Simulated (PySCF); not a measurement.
C5H7BO2S, SMILES c1cc(sc1C)B(O)O at its GFN2-xTB optimised geometry (Å):

```
16

C      3.0192    -1.3983    -0.0010
C      1.7289    -0.6595    -0.0023
C      1.5191     0.6852    -0.0061
C      0.1539     1.0357    -0.0047
C     -0.7002    -0.0309     0.0000
B     -2.2598    -0.0309     0.0000
O     -2.8941     1.1623     0.0000
O     -3.0140    -1.1655    -0.0008
S      0.2226    -1.5142     0.0029
H      3.1037    -2.0236     0.8874
H      3.0917    -2.0482    -0.8726
H      3.8490    -0.6961    -0.0162
H      2.3194     1.4046    -0.0102
H     -0.2070     2.0482    -0.0071
H     -3.8490     1.0844    -0.0008
H     -2.5360    -1.9933    -0.0008
```

Calculation: PBE0/def2-TZVP run with PySCF 2.14.0.

Map of the deformation density (molecule minus spherical neutral atoms) (e/bohr³) on the plane z = 0.6 Å:

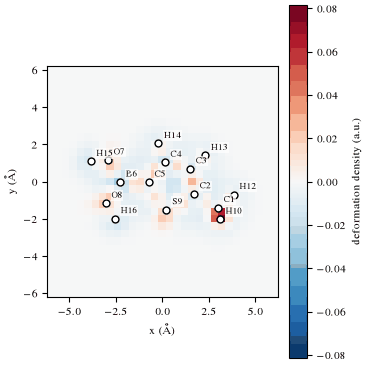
Figure. Deformation density (molecule minus spherical neutral atoms) (e/bohr³) on the plane z = 0.6 Å.
